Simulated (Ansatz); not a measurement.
## Nudged elastic band of CH4O2Si

The run: nudged elastic band of CH4O2Si. Method and program: RKS B3LYP/def2-SVP (Ansatz 0.2.0).

It belongs to a series of runs on one base structure; here: band between the two ends. Figures and captions count atoms from 1; the log counts them from 0 in places.

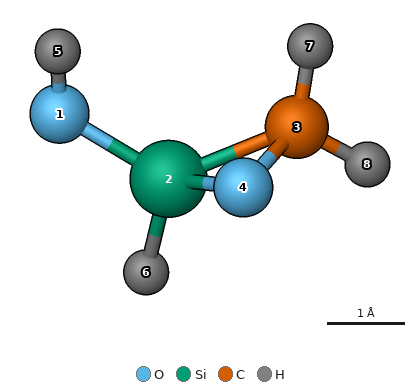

**Figure 1.** The input geometry (ball-and-stick view, seen at a tilt; atoms are numbered from 1 in the order of the input).

**Input**
```yaml
crystal:
  periodic: [false, false, false]
  atoms:
    - { symbol: O, position_ang: [-1.414282, 1.231708, -0.536273] }
    - { symbol: Si, position_ang: [0.01445, 0.71542, 0.108405] }
    - { symbol: C, position_ang: [0.510518, -1.016009, 0.365721] }
    - { symbol: O, position_ang: [1.046761, -0.236528, -0.800196] }
    - { symbol: H, position_ang: [-1.896679, 0.62906, -1.116121] }
    - { symbol: H, position_ang: [0.560392, 1.861671, 0.851547] }
    - { symbol: H, position_ang: [-0.11681, -1.864633, 0.053924] }
    - { symbol: H, position_ang: [1.295649, -1.320689, 1.073003] }
basis:
  gaussian: { orbitals: def2-SVP }
hamiltonian:
  xc: b3lyp
neb:
  order_check: false
  images: 7
  f_tol: 0.05
  max_iterations: 60
  final_atoms:
    - { symbol: O, position_ang: [-1.14085063, 1.2285733, -0.74338894] }
    - { symbol: Si, position_ang: [-0.1089922, 0.48844577, 0.32051] }
    - { symbol: C, position_ang: [-0.03617317, -1.20781379, 0.94363402] }
    - { symbol: O, position_ang: [1.12475884, -0.39790219, -0.52752459] }
    - { symbol: H, position_ang: [-1.65211314, 0.66280538, -1.3354951] }
    - { symbol: H, position_ang: [0.41975896, 1.60230652, 1.13274403] }
    - { symbol: H, position_ang: [-0.59551541, -1.92213754, 0.30757987] }
    - { symbol: H, position_ang: [1.98912576, -0.45427745, -0.09804929] }
  initial_path:
    images:
      - { positions_ang: [[-1.414282, 1.231708, -0.536273], [0.01445, 0.71542, 0.108405], [0.510518, -1.016009, 0.365721], [1.046761, -0.236528, -0.800196], [-1.896679, 0.62906, -1.116121], [0.560392, 1.861671, 0.851547], [-0.11681, -1.864633, 0.053924], [1.295649, -1.320689, 1.073003]] }
      - { positions_ang: [[-1.40753737, 1.21526357, -0.54278116], [-0.00233161, 0.71097532, 0.13604096], [0.47107985, -1.02388414, 0.43616754], [1.02703796, -0.26710684, -0.72872332], [-1.84273497, 0.65310385, -1.17659508], [0.53859204, 1.85218423, 0.87230787], [-0.14930281, -1.87090024, 0.1225254], [1.36519592, -1.26963575, 0.8810678]] }
      - { positions_ang: [[-1.40079273, 1.19881914, -0.54928933], [-0.01911322, 0.70653065, 0.16367691], [0.43164169, -1.03175928, 0.50661409], [1.00731491, -0.29768569, -0.65725065], [-1.78879095, 0.67714771, -1.23706916], [0.51679207, 1.84269746, 0.89306873], [-0.18179563, -1.87716748, 0.1911268], [1.43474285, -1.2185825, 0.6891326]] }
      - { positions_ang: [[-1.3940481, 1.18237471, -0.55579749], [-0.03589483, 0.70208597, 0.19131287], [0.39220354, -1.03963443, 0.57706063], [0.98759187, -0.32826453, -0.58577797], [-1.73484692, 0.70119156, -1.29754325], [0.49499211, 1.83321069, 0.9138296], [-0.21428844, -1.88343472, 0.2597282], [1.50428977, -1.16752925, 0.4971974]] }
      - { positions_ang: [[-1.38730346, 1.16593028, -0.56230565], [-0.05267644, 0.69764129, 0.21894883], [0.35276539, -1.04750957, 0.64750718], [0.96786883, -0.35884337, -0.5143053], [-1.68090289, 0.72523541, -1.35801733], [0.47319214, 1.82372391, 0.93459047], [-0.24678126, -1.88970195, 0.3283296], [1.57383669, -1.11647601, 0.3052622]] }
      - { positions_ang: [[-1.32569025, 1.18159104, -0.60757647], [-0.06675538, 0.64534241, 0.24433912], [0.25553075, -1.08758562, 0.72153889], [1.00709133, -0.36860808, -0.51761012], [-1.67370545, 0.7096279, -1.35238677], [0.45983385, 1.76836957, 0.98412886], [-0.3339648, -1.89781085, 0.32314217], [1.67765896, -0.95092637, 0.20443433]] }
      - { positions_ang: [[-1.26407705, 1.19725179, -0.65284729], [-0.08083432, 0.59304353, 0.26972941], [0.15829611, -1.12766168, 0.7955706], [1.04631383, -0.37837278, -0.52091495], [-1.66650802, 0.69402039, -1.34675621], [0.44647555, 1.71301522, 1.03366725], [-0.42114834, -1.90591975, 0.31795474], [1.78148123, -0.78537673, 0.10360645]] }
      - { positions_ang: [[-1.20246384, 1.21291255, -0.69811812], [-0.09491326, 0.54074465, 0.29511971], [0.06106147, -1.16773773, 0.86960231], [1.08553634, -0.38813749, -0.52421977], [-1.65931058, 0.67841289, -1.34112566], [0.43311726, 1.65766087, 1.08320564], [-0.50833187, -1.91402864, 0.3127673], [1.88530349, -0.61982709, 0.00277858]] }
      - { positions_ang: [[-1.14085063, 1.2285733, -0.74338894], [-0.1089922, 0.48844577, 0.32051], [-0.03617317, -1.20781379, 0.94363402], [1.12475884, -0.39790219, -0.52752459], [-1.65211314, 0.66280538, -1.3354951], [0.41975896, 1.60230652, 1.13274403], [-0.59551541, -1.92213754, 0.30757987], [1.98912576, -0.45427745, -0.09804929]] }
```

Hardware: 1 thread of Arm Neoverse V1, 24 GiB of memory available, shared host.

Launched with:
```bash
ansatz run input.yaml --threads 1 --pin off --max-ram 2048MiB --backend cpu --events-out ev --progress --plain --runs-dir out
```

**Output**
```
Engine: ansatz 0.2.0, aarch64-unknown-linux-gnu
Functional definition: B3LYP
  parameter a0 = 0.2
  parameter ax = 0.72
  parameter ac = 0.81
  exchange = (1 - a0 - ax)*slater_x + ax*b88_x + a0*exact_x
  correlation = (1 - ac)*vwn_rpa_c + ac*lyp_c
831 factors; integrals over basis functions are off by at most 2.9e-4 eV
mean field evaluation 1: about -13059.8827 eV, gradient 6.6e1 eV
mean field evaluation 2: about -13045.6478 eV, gradient 1.1e2 eV
mean field evaluation 4: about -13068.1360 eV, gradient 6.2e0 eV
mean field evaluation 8: about -13068.2124 eV, gradient 9.0e-2 eV
mean field -13068.21242616 eV, -480.2479487087 hartree, gradient 1.6e-5 eV, S^2 0.000000; 0 other end points of the search recorded, 0 dependent functions left out
the calculation of the forces begins
reference -13068.21263177 eV, -480.2479562648 hartree; 20, 20 occupied and 60, 60 virtual orbitals, 831 factors
833 factors; integrals over basis functions are off by at most 1.3e-3 eV
mean field evaluation 16: about -13058.0857 eV, gradient 6.4e1 eV
mean field evaluation 32: about -13065.7342 eV, gradient 7.3e-5 eV
mean field -13065.73423637 eV, -480.1568769138 hartree, gradient 7.3e-5 eV, S^2 0.000000; 0 other end points of the search recorded, 0 dependent functions left out
[... from here on the field's lines of each further geometry are left out, up to the last ...]
NEB iter   1: max|band force component| = 7.080e0 eV/Å  barrier→ = 3.8003 eV  barrier← = 1.3221 eV  Δτ_max = 0.1410 Å  (226 SCF iters)
NEB iter   2: max|band force component| = 4.231e0 eV/Å  barrier→ = 3.2853 eV  barrier← = 0.8071 eV  Δτ_max = 0.1475 Å  (207 SCF iters)
NEB iter   3: max|band force component| = 1.730e0 eV/Å  barrier→ = 2.9919 eV  barrier← = 0.5137 eV  Δτ_max = 0.0891 Å  (200 SCF iters)
NEB iter   4: max|band force component| = 5.917e-1 eV/Å  barrier→ = 2.9101 eV  barrier← = 0.4320 eV  Δτ_max = 0.0388 Å  (197 SCF iters)
NEB iter   5: max|band force component| = 3.274e-1 eV/Å  barrier→ = 2.8899 eV  barrier← = 0.4117 eV  CI = image 5  Δτ_max = 0.0434 Å  (185 SCF iters)
NEB iter   6: max|band force component| = 1.832e-1 eV/Å  barrier→ = 2.8963 eV  barrier← = 0.4181 eV  CI = image 5  Δτ_max = 0.0209 Å  (190 SCF iters)
NEB iter   7: max|band force component| = 6.034e-2 eV/Å  barrier→ = 2.8947 eV  barrier← = 0.4165 eV  CI = image 5  Δτ_max = 0.0257 Å  (186 SCF iters)
NEB iter   8: max|band force component| = 8.915e-2 eV/Å  barrier→ = 2.8946 eV  barrier← = 0.4164 eV  CI = image 5  Δτ_max = 0.0129 Å  (168 SCF iters)
the calculation of the forces begins
reference -13065.67839401 eV, -480.1548247450 hartree; 20, 20 occupied and 60, 60 virtual orbitals, 833 factors
833 factors; integrals over basis functions are off by at most 8.1e-4 eV
mean field evaluation 576: about -13065.3179 eV, gradient 5.0e-3 eV
mean field -13065.31788775 eV, -480.1415763842 hartree, gradient 1.0e-5 eV, S^2 0.000000; 1 other end points of the search recorded, 0 dependent functions left out
the calculation of the forces begins
reference -13065.31809234 eV, -480.1415839030 hartree; 20, 20 occupied and 60, 60 virtual orbitals, 833 factors
NEB iter   9: max|band force component| = 3.665e-2 eV/Å  barrier→ = 2.8945 eV  barrier← = 0.4163 eV  CI = image 5  Δτ_max = 0.0000 Å  (359 SCF iters)
```

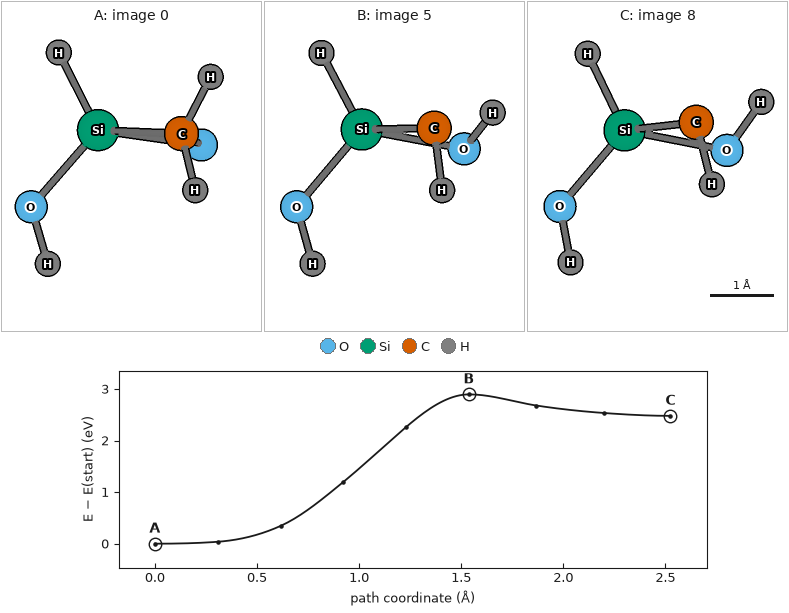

**Figure 2.** Images of the last band (counted from 0; ball-and-stick, seen at a tilt) above the energy along the path; the line is a cubic interpolation that uses the forces. The highest image is number 5, 2.895 eV above the start and 0.416 eV above the end (the climbing image); the end lies 2.478 eV above the start. The path is 2.52 Å long. The band converged in 9 iterations.

```
Total energy: -13065.31809234 eV, -480.1415839030 hartree
Atom 0 at    -1.258308     1.170383    -0.650671 Å, force    -0.006404     0.013709     0.002305 eV/Å
Atom 1 at     0.007531     0.616604     0.252440 Å, force    -0.000399    -0.012312     0.003675 eV/Å
Atom 2 at     0.246429    -1.114304     0.809305 Å, force     0.008180     0.006564    -0.001726 eV/Å
Atom 3 at     1.186218    -0.225543    -0.661145 Å, force     0.004221    -0.000638    -0.005059 eV/Å
Atom 4 at    -1.675998     0.567834    -1.278295 Å, force     0.002461    -0.008461    -0.003834 eV/Å
Atom 5 at     0.446558     1.778662     1.042175 Å, force     0.000625     0.000951     0.001402 eV/Å
Atom 6 at    -0.416852    -1.843818     0.305933 Å, force    -0.004935     0.000553    -0.000385 eV/Å
Atom 7 at     1.464421    -0.949819     0.180267 Å, force    -0.003749    -0.000364     0.003621 eV/Å
Dipole moment:    -0.356935    -0.052358    -0.094663 e Å
this run last wrote the band of iteration 9 to [file]
```

**The last band as extended XYZ (Å, eV, eV/Å)**
```
8
Properties=species:S:1:pos:R:3:forces:R:3 image=0 energy=-13068.21243
O    -1.4143    1.2317   -0.5363   -0.0045  -0.0042  -0.0071
Si    0.0144    0.7154    0.1084    0.0042  -0.0026   0.0088
C     0.5105   -1.0160    0.3657   -0.0048  -0.0084  -0.0061
O     1.0468   -0.2365   -0.8002    0.0016  -0.0024  -0.0056
H    -1.8967    0.6291   -1.1161    0.0039   0.0054   0.0055
H     0.5604    1.8617    0.8515   -0.0044   0.0083  -0.0006
H    -0.1168   -1.8646    0.0539    0.0024   0.0062   0.0023
H     1.2956   -1.3207    1.0730    0.0015  -0.0023   0.0026
8
Properties=species:S:1:pos:R:3:forces:R:3 image=1 energy=-13068.17523
O    -1.4350    1.1992   -0.5089   -0.0526   0.0165   0.0538
Si    0.0039    0.7236    0.1475   -0.0210  -0.0071  -0.0176
C     0.5112   -1.0065    0.3802    0.0583  -0.0030  -0.0683
O     0.9382   -0.2422   -0.8457    0.0095  -0.0275  -0.0059
H    -1.7549    0.6231   -1.2169   -0.0706   0.0570   0.0304
H     0.5305    1.8643    0.9158    0.0467   0.0160  -0.0861
H    -0.1826   -1.8360    0.1721    0.1004  -0.0177  -0.1291
H     1.3887   -1.3254    0.9559   -0.0707  -0.0342   0.2227
8
Properties=species:S:1:pos:R:3:forces:R:3 image=2 energy=-13067.86750
O    -1.3931    1.1822   -0.5500   -0.3102   0.1115   0.2155
Si    0.0216    0.7312    0.1662   -0.1123   0.1800  -0.0778
C     0.4632   -1.0040    0.4372    0.4741   0.1991  -0.8952
O     0.9288   -0.2148   -0.8426   -0.5276  -0.2614  -0.1817
H    -1.6957    0.5725   -1.2384    0.0090   0.1105   0.0417
H     0.4872    1.8477    0.9965    0.0914   0.1491  -0.0944
H    -0.2685   -1.8220    0.2834    0.3855   0.1150  -0.3145
H     1.4566   -1.2928    0.7476   -0.0100  -0.6037   1.3065
8
Properties=species:S:1:pos:R:3:forces:R:3 image=3 energy=-13067.01382
O    -1.3467    1.1666   -0.5803   -0.4486   0.0953   0.3249
Si    0.0382    0.7025    0.1798    0.0406   0.4576  -0.2998
C     0.3909   -1.0355    0.5713    0.5409   0.4522  -1.4589
O     1.0107   -0.1718   -0.8137   -0.9313   0.0316  -0.5470
H    -1.6959    0.5575   -1.2450    0.0748   0.0758   0.0158
H     0.4710    1.8223    1.0170    0.0425   0.1882   0.0344
H    -0.3265   -1.8409    0.3258    0.4741   0.0326  -0.1786
H     1.4584   -1.2008    0.5452    0.2070  -1.3333   2.1093
8
Properties=species:S:1:pos:R:3:forces:R:3 image=4 energy=-13065.94887
O    -1.3001    1.1620   -0.6158   -0.3443   0.0026   0.2880
Si    0.0353    0.6590    0.2089    0.2571   0.4343  -0.3960
C     0.3344   -1.0780    0.7068    0.8174   0.3033  -1.2631
O     1.1007   -0.1765   -0.7575   -0.8151   0.6501  -0.8691
H    -1.6950    0.5551   -1.2546    0.0583   0.0251  -0.0164
H     0.4659    1.8027    1.0181   -0.0078   0.1263   0.0814
H    -0.3762   -1.8435    0.3386    0.3968  -0.0431   0.0191
H     1.4351   -1.0807    0.3554   -0.3625  -1.4987   2.1561
8
Properties=species:S:1:pos:R:3:forces:R:3 image=5 energy=-13065.31789
O    -1.2583    1.1704   -0.6507   -0.0064   0.0137   0.0023
Si    0.0075    0.6166    0.2524   -0.0004  -0.0123   0.0037
C     0.2464   -1.1143    0.8093    0.0082   0.0066  -0.0017
O     1.1862   -0.2255   -0.6611    0.0042  -0.0006  -0.0051
H    -1.6760    0.5678   -1.2783    0.0025  -0.0085  -0.0038
H     0.4466    1.7787    1.0422    0.0006   0.0010   0.0014
H    -0.4169   -1.8438    0.3059   -0.0049   0.0006  -0.0004
H     1.4644   -0.9498    0.1803   -0.0037  -0.0004   0.0036
8
Properties=species:S:1:pos:R:3:forces:R:3 image=6 energy=-13065.53356
O    -1.2131    1.1851   -0.6906    0.0705   0.0231  -0.0731
Si   -0.0317    0.5700    0.2887   -0.0644  -0.0817   0.0577
C     0.1186   -1.1445    0.8978   -0.2241  -0.0409   0.1916
O     1.2042   -0.2356   -0.6147    0.0156  -0.0428   0.0501
H    -1.6582    0.5815   -1.2985   -0.0001  -0.0002  -0.0012
H     0.4188    1.7316    1.0801   -0.0109  -0.0666   0.0124
H    -0.4872   -1.8525    0.2971   -0.1399  -0.0044   0.0480
H     1.6486   -0.8356    0.0402    0.3534   0.2135  -0.2856
8
Properties=species:S:1:pos:R:3:forces:R:3 image=7 energy=-13065.67819
O    -1.1736    1.2030   -0.7212    0.0421  -0.0232  -0.0330
Si   -0.0676    0.5299    0.3108   -0.0342  -0.0094   0.0238
C     0.0236   -1.1755    0.9285   -0.0589  -0.0176   0.0268
O     1.1667   -0.2815   -0.5947   -0.0496  -0.0647   0.0277
H    -1.6428    0.6004   -1.3125   -0.0011   0.0302  -0.0083
H     0.4040    1.6697    1.1228    0.0011  -0.0467   0.0122
H    -0.5685   -1.8758    0.3051   -0.0916  -0.0134   0.0396
H     1.8582   -0.6700   -0.0389    0.1923   0.1447  -0.0888
8
Properties=species:S:1:pos:R:3:forces:R:3 image=8 energy=-13065.73424
O    -1.1409    1.2286   -0.7434    0.0021   0.0019   0.0044
Si   -0.1090    0.4884    0.3205   -0.0031   0.0115  -0.0042
C    -0.0362   -1.2078    0.9436    0.0128   0.0054   0.0232
O     1.1248   -0.3979   -0.5275   -0.0002   0.0015   0.0005
H    -1.6521    0.6628   -1.3355    0.0004  -0.0023  -0.0046
H     0.4198    1.6023    1.1327   -0.0017  -0.0021  -0.0001
H    -0.5955   -1.9221    0.3076   -0.0142  -0.0153  -0.0148
H     1.9891   -0.4543   -0.0980    0.0039  -0.0006  -0.0045
```

**Key numbers**

- outcome: converged
- barrier, forward: 2.894 eV
- barrier, backward: 0.416 eV
- wall time: 2.8 min
- peak memory: 0.15 GiB

**Remarks**

The order of the saddle point was not checked.
